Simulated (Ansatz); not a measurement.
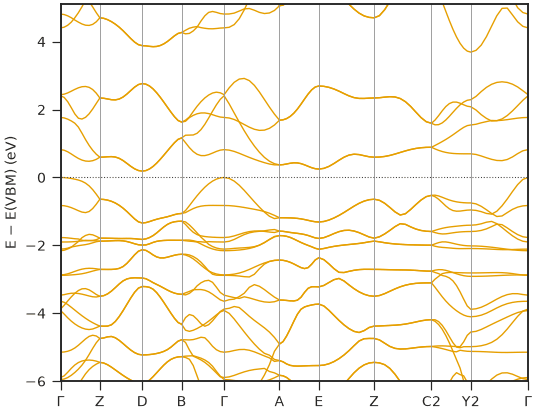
Figure. Band structure from r²SCAN+D4 (plane waves, PAW; program Ansatz)

The gap is 0.11 eV; an edge lies off the plotted path or next to a special point (maximum at Γ, minimum off the standard path).

The material is NiS₂ in space group P2_1/c (No. 14; Ni on 2c, S on 4e).

The workflow started from a Materials Project entry (that database holds measured and hypothetical structures alike); the Crystallography Open Database copy checked does not list it. COD files the formula under space group No. 205, so this cell is another polymorph or a model. Whether it is the stable phase at ambient conditions was not checked. Symmetry was held in the r²SCAN+D4 relaxation; its stability against distortions is not shown here. No spin polarisation was allowed.

Potentials: the later of the program's two PAW sets.
